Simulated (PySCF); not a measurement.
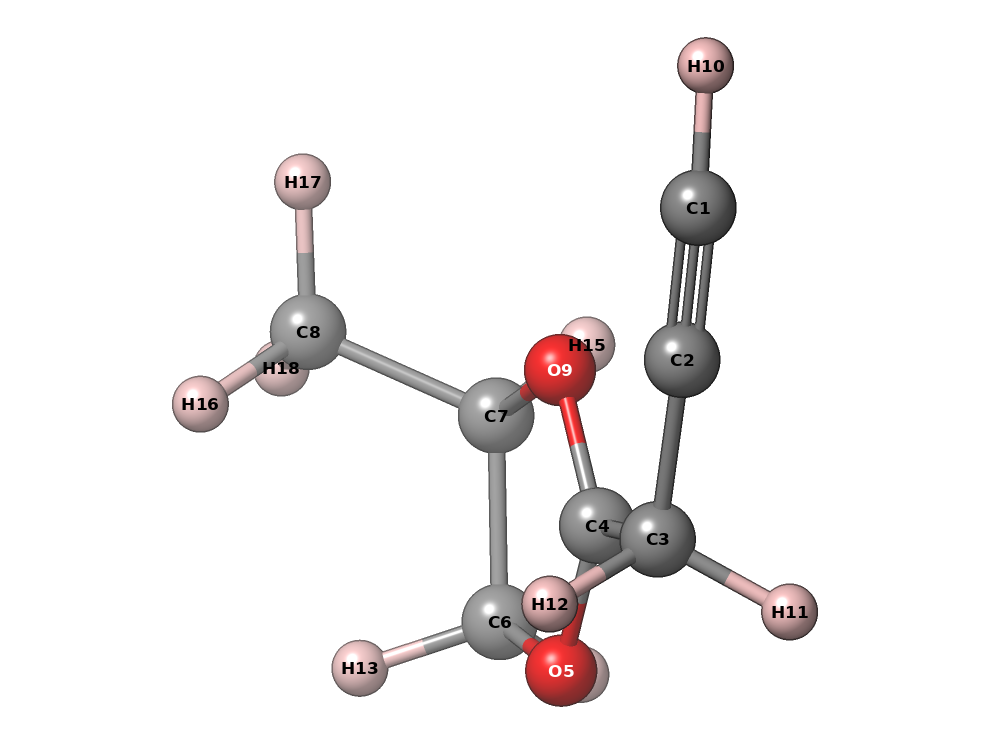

C4 lies behind C3. The molecule seen a little off the C3–C4 bond, C3 in front. Atoms fade into the background with distance from the viewer. The species has charge +1 and is a spin singlet. Geometry: a frame of a GFN2-xTB molecular-dynamics simulation, not a minimum.

### What is the torsion angle C2–C3–C4–O5? The sign is positive where the front bond must turn clockwise to cover the back bond.

−176°, antiperiplanar (anti).
